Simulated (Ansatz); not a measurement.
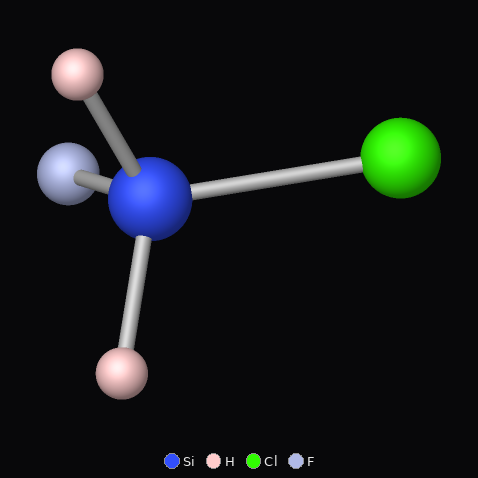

Sticks follow a distance rule. Harmonic vibrations computed with RKS PBE0-D4/def2-TZVP (Ansatz 0.2.0) at a stationary point of the same level.

How many imaginary frequencies does it have?

A minimum: no imaginary frequency, and the lowest mode lies at 248 cm⁻¹.

How many vibrational modes are there, and where do they lie?

9 modes: 248, 566, 640, 728, 884, 924, 967, 2278, 2290 cm⁻¹.
